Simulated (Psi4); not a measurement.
Two rigid molecules brought together: C2H2 ··· BF3 (SMILES C#C and FB(F)F), singlet. Monomers: optimised at B3LYP-D3(BJ) (def2-TZVP), held rigid. Orientation: a random orientation, not optimised. The monomers approach along the line of their centres of mass (distance R); nothing else relaxes.

Geometry at R = 4.40 Å (first 4 atoms: monomer A):
```
8

C      0.5900     0.0169    -0.0983
C     -0.5900    -0.0170     0.0983
H      1.6378     0.0473    -0.2729
H     -1.6378    -0.0472     0.2729
F      4.2471     0.2005     0.6869
B      4.2409    -1.0900     0.4311
F      3.2916    -1.8552     0.9244
F      5.1843    -1.6163    -0.3195
```

Levels: SCS-MP2/aug-cc-pVDZ = DF-SCS-MP2/aug-cc-pVDZ, frozen core, counterpoise-corrected run with Psi4; MP2/aug-cc-pVDZ = DF-MP2/aug-cc-pVDZ, frozen core, counterpoise-corrected run with Psi4 1.11; B3LYP-D3(BJ)/def2-TZVP, counterpoise-corrected (Psi4); SAPT0/jun-cc-pVDZ, frozen core (Psi4); B3LYP/def2-TZVP, counterpoise-corrected (Psi4).

Interaction energies in kcal/mol (negative: bound); R is the distance of the centres of mass, d the H3···F5 distance.

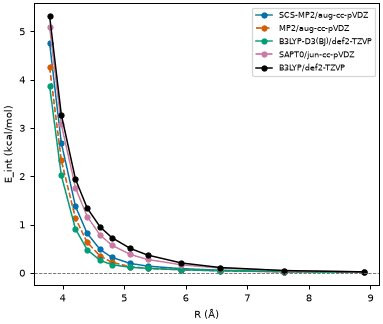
*Interaction energy against separation.*

| R / Å | d / Å | SCS-MP2/aug-cc-pVDZ | MP2/aug-cc-pVDZ | B3LYP-D3(BJ)/def2-TZVP | SAPT0/jun-cc-pVDZ | B3LYP/def2-TZVP |
|---|---|---|---|---|---|---|
| 3.79 | 2.23 | 4.76 | 4.26 | 3.87 | 5.09 | 5.32 |
| 3.98 | 2.40 | 2.69 | 2.33 | 2.02 | 3.07 | 3.27 |
| 4.21 | 2.61 | 1.38 | 1.13 | 0.91 | 1.76 | 1.94 |
| 4.40 | 2.78 | 0.82 | 0.63 | 0.48 | 1.17 | 1.34 |
| 4.61 | 2.98 | 0.48 | 0.35 | 0.26 | 0.78 | 0.95 |
| 4.80 | 3.16 | 0.32 | 0.22 | 0.17 | 0.57 | 0.73 |
| 5.10 | 3.44 | 0.19 | 0.13 | 0.11 | 0.38 | 0.50 |
| 5.38 | 3.71 | 0.14 | 0.09 | 0.09 | 0.28 | 0.37 |
| 5.93 | 4.24 | 0.09 | 0.06 | 0.06 | 0.16 | 0.20 |
| 6.56 | 4.85 | 0.05 | 0.04 | 0.04 | 0.10 | 0.11 |
| 7.60 | 5.87 | 0.03 | 0.02 | 0.02 | 0.05 | 0.05 |
| 8.89 | 7.14 | 0.01 | 0.01 | 0.01 | 0.02 | 0.02 |

Lowest grid point: SCS-MP2/aug-cc-pVDZ 0.01 kcal/mol at R = 8.89 Å; MP2/aug-cc-pVDZ 0.01 kcal/mol at R = 8.89 Å; B3LYP-D3(BJ)/def2-TZVP 0.01 kcal/mol at R = 8.89 Å; SAPT0/jun-cc-pVDZ 0.02 kcal/mol at R = 8.89 Å; B3LYP/def2-TZVP 0.02 kcal/mol at R = 8.89 Å.
